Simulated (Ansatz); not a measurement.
**BClO + H2O: a complex and its separated parts**

Aim: how far the complex at one end of a reaction step lies below its separated, relaxed parts, level by level.

Computed with Ansatz 0.2.0, Gaussian basis. Level: PBE0-D4/def2-TZVP structures, single points in def2-TZVPP, no counterpoise correction.

Levels: SPW92, PBE-D4, BLYP-D4, r2SCAN-D4, B97M-V, PBE0-D4, B3LYP-D4, r2SCAN0-D4, BHLYP-D4, CAM-B3LYP-D4, wB97X-V, wB97M-V, B2PLYP, PBE-QIDH, RPA on PBE, Hartree-Fock, MP2, CCSD, CCSD(T).

Correlated methods freeze the cores. B3LYP uses VWN-RPA correlation. B2PLYP carries no dispersion term here.

56 further runs of the same task are left out: 56 set aside as unsound or not needed.

## Step 1: The system as given

The complex: 6 atoms, charge 0, spin multiplicity 1.

Atoms are counted from 1 here; the program's logs count them from 0.

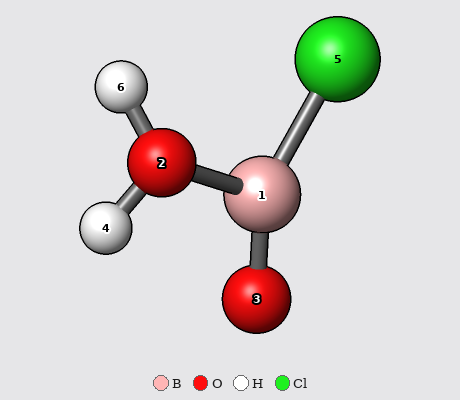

Start geometry, drawn with boron pink, oxygen red, hydrogen white, chlorine green; atoms are numbered from 1 in the order of the file.

As a file:

```xyz
6
BClH2O2
B     0.1060    0.6258   -0.5126
O    -0.0012   -0.8369    0.3111
O    -0.7117    0.7065   -1.4304
H    -0.8642   -1.1859    0.0448
Cl    1.3879    1.5074    0.3139
H     0.0832   -0.8170    1.2732
```

Its parts: BClO holds atoms 1, 3, 5; H2O holds atoms 2, 4, 6. Each part counts its atoms afresh in its own runs.

## Step 2: Relaxing BClO alone

File relax-a/in.yaml:

```yaml
crystal:
  periodic: [false, false, false]
  atoms:
    - {symbol: B, position_ang: [0.105986, 0.625751, -0.512621]}
    - {symbol: O, position_ang: [-0.711733, 0.706535, -1.430425]}
    - {symbol: Cl, position_ang: [1.387853, 1.507374, 0.313885]}
basis:
  gaussian: {orbitals: def2-TZVP}
hamiltonian: {xc: pbe0, dispersion: d4}
relax: {f_tol: 0.005, max_steps: 200}
```

The run is started by

```
ansatz run in.yaml --threads 2 --pin off --events-out ev --progress --plain --max-ram 4352MiB
```

What it wrote, shortened:

```text
Functional definition: PBE0
  name "PBE0"
  cite "Adamo & Barone, J. Chem. Phys. 110, 6158 (1999) doi:10.1063/1.478522"
  cite "Perdew, Burke & Ernzerhof, Phys. Rev. Lett. 77, 3865 (1996) doi:10.1103/PhysRevLett.77.3865"
  parent pbe
[...]
588 factors; their error is unknown
[...]
mean field -15241.51874879 eV, -560.1154829455 hartree, gradient 1.9e-5 eV, S^2 0.000000; 0 other end points of the search recorded, 0 dependent functions left out
[...]
reference -15241.51877270 eV, -560.1154838241 hartree; 15, 15 occupied and 84, 84 virtual orbitals, 588 factors
[...]
588 factors; their error is unknown
[...]
mean field -15242.17325390 eV, -560.1395355648 hartree, gradient 2.3e-5 eV, S^2 0.000000; 1 other end points of the search recorded, 0 dependent functions left out
[...]
reference -15242.17327810 eV, -560.1395364542 hartree; 15, 15 occupied and 84, 84 virtual orbitals, 588 factors
Total energy: -15242.21234064 eV, -560.1409719758 hartree
Atom 0 at     0.143261     0.899676    -0.639357 Å, force    -0.000902    -0.000366    -0.000740 eV/Å
Atom 1 at    -0.746107     0.544671    -1.368654 Å, force     0.002184     0.000875     0.001791 eV/Å
Atom 2 at     1.384952     1.395313     0.378850 Å, force    -0.001282    -0.000509    -0.001051 eV/Å
Dipole moment:     0.427305     0.170565     0.350397 e Å
```

Wall time 3.9 s (2 threads of Intel Xeon 6975P-C, shared host).

Relaxation path:

```csv
step,energy from step 1 (eV),largest force component (eV/Å)
1,0.0000,2.9733
2,-0.3124,2.0418
3,-0.5959,1.7200
4,-0.6537,0.1000
5,-0.6544,0.0062
6,-0.6544,0.0022
```

Close pairs (by a distance rule), those that changed most:

```csv
bond,before (Å),after (Å),change (Å)
B1–Cl3,1.762,1.681,-0.081
B1–O2,1.232,1.204,-0.028
```

## Step 3: Relaxing H2O alone

File relax-b/in.yaml:

```yaml
crystal:
  periodic: [false, false, false]
  atoms:
    - {symbol: O, position_ang: [-0.001156, -0.836868, 0.311056]}
    - {symbol: H, position_ang: [-0.864175, -1.185868, 0.044800]}
    - {symbol: H, position_ang: [0.083225, -0.817025, 1.273203]}
basis:
  gaussian: {orbitals: def2-TZVP}
hamiltonian: {xc: pbe0, dispersion: d4}
relax: {f_tol: 0.005, max_steps: 200}
```

The run is started by

```
ansatz run in.yaml --threads 2 --pin off --events-out ev --progress --plain --max-ram 4352MiB
```

What it wrote, shortened:

```text
[... 5 set-up lines as earlier in the session ...]
[...]
239 factors; their error is unknown
[...]
mean field -2078.30518600 eV, -76.3763068597 hartree, gradient 1.5e-5 eV, S^2 0.000000; 0 other end points of the search recorded, 0 dependent functions left out
[...]
reference -2078.33309077 eV, -76.3773323411 hartree; 5, 5 occupied and 38, 38 virtual orbitals, 239 factors
Total energy: -2078.33734662 eV, -76.3774887406 hartree
Atom 0 at     0.015602    -0.829768     0.295026 Å, force    -0.000195    -0.000084     0.000271 eV/Å
Atom 1 at    -0.851123    -1.181068     0.080174 Å, force    -0.000195    -0.000073    -0.000472 eV/Å
Atom 2 at     0.053415    -0.828925     1.253859 Å, force     0.000391     0.000157     0.000200 eV/Å
Dipole moment:    -0.305638    -0.129221     0.274321 e Å
```

Run time: 0.85 s. Hardware: 2 threads of Intel Xeon 6975P-C, shared host.

Relaxation path:

```csv
step,energy from step 1 (eV),largest force component (eV/Å)
1,0.0000,0.6057
2,-0.0210,0.2616
3,-0.0278,0.0520
4,-0.0279,0.0005
```

Close pairs (by a distance rule), those that changed most:

```csv
bond,before (Å),after (Å),change (Å)
O1–H2,0.968,0.960,-0.009
O1–H3,0.966,0.960,-0.006
```

## Step 4: SPW92/def2-TZVPP

File parta/in.yaml:

```yaml
crystal:
  periodic: [false, false, false]
  atoms:
    - {symbol: B, position_ang: [0.143261, 0.899676, -0.639357]}
    - {symbol: O, position_ang: [-0.746107, 0.544671, -1.368654]}
    - {symbol: Cl, position_ang: [1.384952, 1.395313, 0.378850]}
basis:
  gaussian: {orbitals: def2-TZVPP}
hamiltonian: {xc: lda}
```

File partb/in.yaml:

```yaml
crystal:
  periodic: [false, false, false]
  atoms:
    - {symbol: O, position_ang: [0.015602, -0.829768, 0.295026]}
    - {symbol: H, position_ang: [-0.851123, -1.181068, 0.080174]}
    - {symbol: H, position_ang: [0.053415, -0.828925, 1.253859]}
basis:
  gaussian: {orbitals: def2-TZVPP}
hamiltonian: {xc: lda}
```

One command serves all of them, each in its own folder.

The run is started by

```
ansatz run in.yaml --threads 2 --pin off --events-out ev --progress --plain --max-ram 4352MiB
```

Log of parta, shortened:

```text
Functional definition: SPW92
  name "SPW92"
  cite "Dirac, Proc. Camb. Phil. Soc. 26, 376 (1930) doi:10.1017/S0305004100016108"
  cite "Slater, Phys. Rev. 81, 385 (1951) doi:10.1103/PhysRev.81.385"
  cite "Perdew & Wang, Phys. Rev. B 45, 13244 (1992) doi:10.1103/PhysRevB.45.13244"
[...]
614 factors; their error is unknown
[...]
mean field -15187.05595605 eV, -558.1140122286 hartree, gradient 6.3e-5 eV, S^2 0.000000; 0 other end points of the search recorded, 0 dependent functions left out
reference -15187.05598668 eV, -558.1140133543 hartree; 15, 15 occupied and 89, 89 virtual orbitals, 614 factors
Total energy: -15187.05598668 eV, -558.1140133543 hartree
```

Log of partb, shortened:

```text
[... 5 set-up lines as earlier in the session ...]
[...]
269 factors; their error is unknown
[...]
mean field -2065.39694066 eV, -75.9019375928 hartree, gradient 5.3e-5 eV, S^2 0.000000; 0 other end points of the search recorded, 0 dependent functions left out
reference -2065.39695949 eV, -75.9019382849 hartree; 5, 5 occupied and 54, 54 virtual orbitals, 269 factors
Total energy: -2065.39695949 eV, -75.9019382849 hartree
```

Times: 0.25 s (parta), 0.15 s (partb) on 2 threads of Intel Xeon 6975P-C, shared host.

## Step 5: PBE-D4/def2-TZVPP

The same edit goes into each in.yaml of step 4 (parta, partb):

```diff
-hamiltonian: {xc: lda}
+hamiltonian: {xc: pbe, dispersion: d4}
```

Each run has its own folder and the same command.

The run is started by

```
ansatz run in.yaml --threads 2 --pin off --events-out ev --progress --plain --max-ram 4352MiB
```

Log of parta, shortened:

```text
Functional definition: PBE
  name "PBE"
[... 2 set-up lines as earlier in the session ...]
[...]
614 factors; their error is unknown
[...]
mean field -15241.24773057 eV, -560.1055232098 hartree, gradient 1.5e-5 eV, S^2 0.000000; 0 other end points of the search recorded, 0 dependent functions left out
reference -15241.24776326 eV, -560.1055244112 hartree; 15, 15 occupied and 89, 89 virtual orbitals, 614 factors
Total energy: -15241.29486252 eV, -560.1072552769 hartree
```

Log of partb, shortened:

```text
[... 4 set-up lines as earlier in the session ...]
[...]
269 factors; their error is unknown
[...]
mean field -2078.40757237 eV, -76.3800694894 hartree, gradient 4.4e-5 eV, S^2 0.000000; 0 other end points of the search recorded, 0 dependent functions left out
reference -2078.40759284 eV, -76.3800702418 hartree; 5, 5 occupied and 54, 54 virtual orbitals, 269 factors
Total energy: -2078.41290993 eV, -76.3802656410 hartree
```

Times: 0.35 s (parta), 0.15 s (partb) on 2 threads of Intel Xeon 6975P-C, shared host.

## Step 6: BLYP-D4/def2-TZVPP

The same edit goes into each in.yaml of step 5 (parta, partb):

```diff
-hamiltonian: {xc: pbe, dispersion: d4}
+hamiltonian: {xc: {name: BLYP}, dispersion: d4}
```

One command serves all of them, each in its own folder.

The run is started by

```
ansatz run in.yaml --threads 2 --pin off --events-out ev --progress --plain --max-ram 4352MiB
```

parta printed, shortened:

```text
Functional definition: BLYP
  name "BLYP"
  cite "Becke, Phys. Rev. A 38, 3098 (1988) doi:10.1103/PhysRevA.38.3098"
  cite "Lee, Yang & Parr, Phys. Rev. B 37, 785 (1988) doi:10.1103/PhysRevB.37.785"
[...]
614 factors; their error is unknown
[...]
mean field -15249.12235383 eV, -560.3949102769 hartree, gradient 4.5e-5 eV, S^2 0.000000; 0 other end points of the search recorded, 0 dependent functions left out
reference -15249.12262177 eV, -560.3949201235 hartree; 15, 15 occupied and 89, 89 virtual orbitals, 614 factors
Total energy: -15249.22980895 eV, -560.3988591797 hartree
```

partb printed, shortened:

```text
[... 4 set-up lines as earlier in the session ...]
[...]
269 factors; their error is unknown
[...]
mean field -2080.27678471 eV, -76.4487617758 hartree, gradient 8.6e-5 eV, S^2 0.000000; 0 other end points of the search recorded, 0 dependent functions left out
reference -2080.27697426 eV, -76.4487687416 hartree; 5, 5 occupied and 54, 54 virtual orbitals, 269 factors
Total energy: -2080.28981674 eV, -76.4492406942 hartree
```

Wall times: 0.35 s (parta), 0.2 s (partb) on 2 threads of Intel Xeon 6975P-C, shared host.

## Step 7: r2SCAN-D4/def2-TZVPP

The same edit goes into each in.yaml of step 6 (parta, partb):

```diff
-hamiltonian: {xc: {name: BLYP}, dispersion: d4}
+hamiltonian: {xc: r2scan, dispersion: d4}
```

The same command starts each run, in its folder.

The run is started by

```
ansatz run in.yaml --threads 2 --pin off --events-out ev --progress --plain --max-ram 4352MiB
```

parta printed, shortened:

```text
Functional definition: r2SCAN
  name "r2SCAN"
  cite "Furness, Kaplan, Ning, Perdew & Sun, J. Phys. Chem. Lett. 11, 8208 (2020) doi:10.1021/acs.jpclett.0c02405"
  cite "Furness, Kaplan, Ning, Perdew & Sun, J. Phys. Chem. Lett. 11, 9248 (2020) doi:10.1021/acs.jpclett.0c03077"
  parent r2scan
[...]
614 factors; their error is unknown
[...]
mean field -15247.20338145 eV, -560.3243893428 hartree, gradient 4.9e-5 eV, S^2 0.000000; 0 other end points of the search recorded, 0 dependent functions left out
reference -15247.20339091 eV, -560.3243896904 hartree; 15, 15 occupied and 89, 89 virtual orbitals, 614 factors
Total energy: -15247.21355868 eV, -560.3247633490 hartree
```

Output in partb, shortened:

```text
[... 5 set-up lines as earlier in the session ...]
[...]
269 factors; their error is unknown
[...]
mean field -2079.58115259 eV, -76.4231977670 hartree, gradient 8.5e-5 eV, S^2 0.000000; 0 other end points of the search recorded, 0 dependent functions left out
reference -2079.58115780 eV, -76.4231979582 hartree; 5, 5 occupied and 54, 54 virtual orbitals, 269 factors
Total energy: -2079.58243033 eV, -76.4232447230 hartree
```

They took 0.7 s (parta), 0.3 s (partb) on 2 threads of Intel Xeon 6975P-C, shared host.

## Step 8: B97M-V/def2-TZVPP

Each input of step 7 (parta, partb) changes in the same lines:

```diff
-hamiltonian: {xc: r2scan, dispersion: d4}
+hamiltonian: {xc: {name: B97M-V}}
```

One command serves all of them, each in its own folder.

The run is started by

```
ansatz run in.yaml --threads 2 --pin off --events-out ev --progress --plain --max-ram 4352MiB
```

parta printed, shortened:

```text
Functional definition: B97M-V
  name "B97M-V"
  cite "Mardirossian & Head-Gordon, J. Chem. Phys. 142, 074111 (2015) doi:10.1063/1.4907719"
  cite "Becke, J. Chem. Phys. 107, 8554 (1997) doi:10.1063/1.475007"
  cite "Vydrov & Van Voorhis, J. Chem. Phys. 133, 244103 (2010) doi:10.1063/1.3521275"
  # Of w^i u^j: cxij and so on, Table III.
[...]
  gx(w, u) = cx00 + cx01*u + cx02*u^2 + (cx10 + cx11*u)*w
[...]
  gos(w, u) = cos00 + cos01*u + cos03*u^3 + cos10*w + cos32*w^3*u^2
[...]
      + integral(e_c_pw_mod_opposite_spin*gos(b97_w_opposite, b97_u_opposite)) + vv10(b, c)
614 factors; their error is unknown
[...]
mean field -15245.93512275 eV, -560.2777816950 hartree, gradient 5.0e-5 eV, S^2 0.000000; 0 other end points of the search recorded, 0 dependent functions left out
reference -15245.93516956 eV, -560.2777834155 hartree; 15, 15 occupied and 89, 89 virtual orbitals, 614 factors
Total energy: -15245.93516956 eV, -560.2777834155 hartree
```

partb printed, shortened:

```text
[... 5 set-up lines as earlier in the session ...]
  # Of w^i u^j: cxij and so on, Table III.
[...]
  gx(w, u) = cx00 + cx01*u + cx02*u^2 + (cx10 + cx11*u)*w
[...]
  gos(w, u) = cos00 + cos01*u + cos03*u^3 + cos10*w + cos32*w^3*u^2
[...]
      + integral(e_c_pw_mod_opposite_spin*gos(b97_w_opposite, b97_u_opposite)) + vv10(b, c)
269 factors; their error is unknown
[...]
mean field -2079.93552276 eV, -76.4362206304 hartree, gradient 2.9e-5 eV, S^2 0.000000; 0 other end points of the search recorded, 0 dependent functions left out
reference -2079.93554957 eV, -76.4362216158 hartree; 5, 5 occupied and 54, 54 virtual orbitals, 269 factors
Total energy: -2079.93554957 eV, -76.4362216158 hartree
```

Times: 0.95 s (parta), 0.4 s (partb) on 2 threads of Intel Xeon 6975P-C, shared host.

## Step 9: PBE0-D4/def2-TZVPP

Each input of step 8 (parta, partb) changes in the same lines:

```diff
-hamiltonian: {xc: {name: B97M-V}}
+hamiltonian: {xc: pbe0, dispersion: d4}
+output: {orbitals: {seedname: orbitals}}
```

Each run has its own folder and the same command.

The run is started by

```
ansatz run in.yaml --threads 2 --pin off --events-out ev --progress --plain --max-ram 4352MiB
```

parta printed, shortened:

```text
[... 5 set-up lines as earlier in the session ...]
[...]
645 factors; their error is unknown
[...]
mean field -15242.17433647 eV, -560.1395753483 hartree, gradient 2.4e-5 eV, S^2 0.000000; 0 other end points of the search recorded, 0 dependent functions left out
reference -15242.17436067 eV, -560.1395762379 hartree; 15, 15 occupied and 89, 89 virtual orbitals, 645 factors
Total energy: -15242.21342321 eV, -560.1410117595 hartree
```

Log of partb, shortened:

```text
[... 5 set-up lines as earlier in the session ...]
[...]
269 factors; their error is unknown
[...]
mean field -2078.42782387 eV, -76.3808137184 hartree, gradient 1.2e-5 eV, S^2 0.000000; 0 other end points of the search recorded, 0 dependent functions left out
reference -2078.42783838 eV, -76.3808142514 hartree; 5, 5 occupied and 54, 54 virtual orbitals, 269 factors
Total energy: -2078.43209422 eV, -76.3809706509 hartree
```

Times: 0.45 s (parta), 0.15 s (partb) on 2 threads of Intel Xeon 6975P-C, shared host.

## Step 10: B3LYP-D4/def2-TZVPP

The same edit goes into each in.yaml of step 9 (parta, partb):

```diff
-hamiltonian: {xc: pbe0, dispersion: d4}
-output: {orbitals: {seedname: orbitals}}
+hamiltonian: {xc: {name: B3LYP}, dispersion: d4}
```

The same command starts each run, in its folder.

The run is started by

```
ansatz run in.yaml --threads 2 --pin off --events-out ev --progress --plain --max-ram 4352MiB
```

Output in parta, shortened:

```text
Functional definition: B3LYP
  name "B3LYP"
  cite "Stephens, Devlin, Chabalowski & Frisch, J. Phys. Chem. 98, 11623 (1994) doi:10.1021/j100096a001"
[... 2 set-up lines as earlier in the session ...]
  cite "Vosko, Wilk & Nusair, Can. J. Phys. 58, 1200 (1980) doi:10.1139/p80-159"
[...]
633 factors; their error is unknown
[...]
mean field -15249.98788750 eV, -560.4267180527 hartree, gradient 1.3e-5 eV, S^2 0.000000; 0 other end points of the search recorded, 0 dependent functions left out
reference -15249.98808726 eV, -560.4267253938 hartree; 15, 15 occupied and 89, 89 virtual orbitals, 633 factors
Total energy: -15250.06577275 eV, -560.4295802826 hartree
```

partb printed, shortened:

```text
[... 6 set-up lines as earlier in the session ...]
[...]
269 factors; their error is unknown
[...]
mean field -2080.76396014 eV, -76.4666651427 hartree, gradient 1.1e-5 eV, S^2 0.000000; 0 other end points of the search recorded, 0 dependent functions left out
reference -2080.76409850 eV, -76.4666702274 hartree; 5, 5 occupied and 54, 54 virtual orbitals, 269 factors
Total energy: -2080.77252460 eV, -76.4669798810 hartree
```

Wall times: 0.45 s (parta), 0.2 s (partb) on 2 threads of Intel Xeon 6975P-C, shared host.

## Step 11: r2SCAN0-D4/def2-TZVPP

The same edit goes into each in.yaml of step 10 (parta, partb):

```diff
-hamiltonian: {xc: {name: B3LYP}, dispersion: d4}
+hamiltonian: {xc: {name: r2SCAN0}, dispersion: d4}
```

Each run has its own folder and the same command.

The run is started by

```
ansatz run in.yaml --threads 2 --pin off --events-out ev --progress --plain --max-ram 4352MiB
```

parta printed, shortened:

```text
Functional definition: r2SCAN0
  name "r2SCAN0"
  cite "Bursch, Neugebauer, Ehlert & Grimme, J. Chem. Phys. 156, 134105 (2022) doi:10.1063/5.0086040"
[... 3 set-up lines as earlier in the session ...]
[...]
645 factors; their error is unknown
[...]
mean field -15246.65362214 eV, -560.3041860605 hartree, gradient 4.0e-5 eV, S^2 0.000000; 0 other end points of the search recorded, 0 dependent functions left out
reference -15246.65362957 eV, -560.3041863338 hartree; 15, 15 occupied and 89, 89 virtual orbitals, 645 factors
Total energy: -15246.66584576 eV, -560.3046352704 hartree
```

Output in partb, shortened:

```text
[... 6 set-up lines as earlier in the session ...]
[...]
269 factors; their error is unknown
[...]
mean field -2079.27471115 eV, -76.4119362517 hartree, gradient 1.9e-5 eV, S^2 0.000000; 0 other end points of the search recorded, 0 dependent functions left out
reference -2079.27471525 eV, -76.4119364024 hartree; 5, 5 occupied and 54, 54 virtual orbitals, 269 factors
Total energy: -2079.27611941 eV, -76.4119880043 hartree
```

Times: 0.75 s (parta), 0.3 s (partb) on 2 threads of Intel Xeon 6975P-C, shared host.

## Step 12: BHLYP-D4/def2-TZVPP

Each input of step 11 (parta, partb) changes in the same lines:

```diff
-hamiltonian: {xc: {name: r2SCAN0}, dispersion: d4}
+hamiltonian: {xc: {name: BHLYP}, dispersion: d4}
```

The same command starts each run, in its folder.

The run is started by

```
ansatz run in.yaml --threads 2 --pin off --events-out ev --progress --plain --max-ram 4352MiB
```

Log of parta, shortened:

```text
Functional definition: BHLYP
  name "BHLYP"
  cite "Becke, J. Chem. Phys. 98, 1372 (1993) doi:10.1063/1.464304"
[... 2 set-up lines as earlier in the session ...]
[...]
730 factors; their error is unknown
[...]
mean field -15248.14075675 eV, -560.3588372495 hartree, gradient 7.6e-5 eV, S^2 0.000000; 0 other end points of the search recorded, 0 dependent functions left out
reference -15248.14089163 eV, -560.3588422063 hartree; 15, 15 occupied and 89, 89 virtual orbitals, 730 factors
Total energy: -15248.20064835 eV, -560.3610382251 hartree
```

partb printed, shortened:

```text
[... 5 set-up lines as earlier in the session ...]
[...]
295 factors; their error is unknown
[...]
mean field -2079.57890896 eV, -76.4231153151 hartree, gradient 2.0e-5 eV, S^2 0.000000; 0 other end points of the search recorded, 0 dependent functions left out
reference -2079.57899975 eV, -76.4231186517 hartree; 5, 5 occupied and 54, 54 virtual orbitals, 295 factors
Total energy: -2079.58395159 eV, -76.4233006284 hartree
```

Wall times: 0.5 s (parta), 0.2 s (partb) on 2 threads of Intel Xeon 6975P-C, shared host.

## Step 13: CAM-B3LYP-D4/def2-TZVPP

The same edit goes into each in.yaml of step 12 (parta, partb):

```diff
-hamiltonian: {xc: {name: BHLYP}, dispersion: d4}
+hamiltonian: {xc: {name: CAM-B3LYP}, dispersion: d4}
```

Each run has its own folder and the same command.

The run is started by

```
ansatz run in.yaml --threads 2 --pin off --events-out ev --progress --plain --max-ram 4352MiB
```

parta printed, shortened:

```text
Functional definition: CAM-B3LYP
  name "CAM-B3LYP"
  cite "Yanai, Tew & Handy, Chem. Phys. Lett. 393, 51 (2004) doi:10.1016/j.cplett.2004.06.011"
  cite "Iikura, Tsuneda, Yanai & Hirao, J. Chem. Phys. 115, 3540 (2001) doi:10.1063/1.1383587"
[... 2 set-up lines as earlier in the session ...]
[...]
  # Exact exchange under (alpha + beta erf(omega r))/r, Becke's under what is left of 1/r.
[...]
633 factors; their error is unknown
125 factors; integrals over basis functions are off by at most 7.2e-5 eV
[...]
mean field -15248.79148410 eV, -560.3827510387 hartree, gradient 4.6e-5 eV, S^2 0.000000; 0 other end points of the search recorded, 0 dependent functions left out
reference -15248.79158165 eV, -560.3827546233 hartree; 15, 15 occupied and 89, 89 virtual orbitals, 633 factors
Total energy: -15248.83112446 eV, -560.3842077949 hartree
```

Output in partb, shortened:

```text
[... 6 set-up lines as earlier in the session ...]
[...]
  # Exact exchange under (alpha + beta erf(omega r))/r, Becke's under what is left of 1/r.
[...]
269 factors; their error is unknown
72 factors; integrals over basis functions are off by at most 1.6e-5 eV
[...]
mean field -2079.99968385 eV, -76.4385785072 hartree, gradient 1.1e-5 eV, S^2 0.000000; 0 other end points of the search recorded, 0 dependent functions left out
reference -2079.99975129 eV, -76.4385809853 hartree; 5, 5 occupied and 54, 54 virtual orbitals, 269 factors
Total energy: -2080.00381727 eV, -76.4387304073 hartree
```

They took 0.5 s (parta), 0.25 s (partb) on 2 threads of Intel Xeon 6975P-C, shared host.

[end of part 1 of 2]
